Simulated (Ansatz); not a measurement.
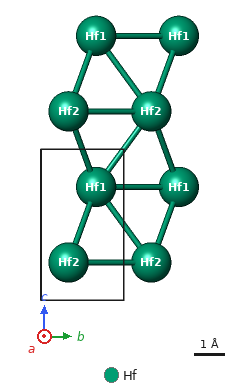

This is the input geometry for a relaxation of solid Hf (built on the hcp type). Style: ball-and-stick. Shown: the cell of the calculation, repeated 1 × 2 × 2 with one cell outlined, along the a axis.

The calculation used DFT LDA, scalar-relativistic, plane waves, PAW in Ansatz 0.2.0.

Input file:
```yaml
crystal:
  lattice:
    - [3.2, 0.0, 0.0]
    - [-1.6, 2.7712812921, 0.0]
    - [0.0, 0.0, 5.0624]
  atoms:
    - { symbol: Hf, position: [0.3333333333, 0.6666666667, 0.75] }
    - { symbol: Hf, position: [0.6666666667, 0.3333333333, 0.25] }
basis:
  ecutwfc: 420
  ecutrho_ratio: 4
kpoints:
  mp_grid: { grid: [16, 16, 8] }
hamiltonian:
  xc: lda
scf:
  occupations: { method: gaussian, width: 0.05 }
output:
  forces: true
  stress: true
  eigenvalues: true
relax:
  f_tol: 0.01
  max_steps: 60
  cell: { stress_tol: 0.15 }
```

Where does the relaxation end?

The energy falls by 42.5 meV per atom in 4 accepted moves (5 points after the start). All forces vanish by symmetry, so only the cell relaxes. The pressure goes from −7.91 to 0.00 GPa. At 1 point the geometry stayed and the basis and grid were re-selected for the new cell (energy shift of 0.3 meV per atom at most each time). The atoms keep their places relative to the cell (all moves are under 0.005 Å). Cell: a = b 3.200 → 3.120 Å (−2.5 %), c 5.062 → 4.936 Å (−2.5 %). Volume −7.3 %. Some distances before and after: Hf1–Hf1 3.200 → 3.120 Å, Hf1–Hf2 3.134 → 3.056 Å. The space group stays P6_3/mmc (No. 194). The run took of the order of 30 core-seconds on a shared host.

Step by step:

| step | E − E(0), meV/atom | pressure, GPa | volume, Å³/atom | note |
| --- | --- | --- | --- | --- |
| 0 | 0.00 | -7.91 | 22.447 |  |
| 1 | -3.87 | 9.55 | 19.417 |  |
| 2 | -42.39 | -0.86 | 20.964 |  |
| 3 | -42.83 | -0.09 | 20.827 |  |
| 4 | -42.84 | 0.00 | 20.811 |  |
| 5 | -42.53 | 0.00 | 20.811 | same geometry, new basis |

Final geometry:

```
CELL_PARAMETERS angstrom
3.12033 0.00000 0.00000
-1.56016 2.70228 0.00000
0.00000 0.00000 4.93609
ATOMIC_POSITIONS crystal
Hf 0.33333 0.66667 0.75000
Hf 0.66667 0.33333 0.25000
```

The end point in the same view:

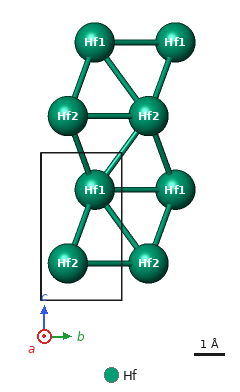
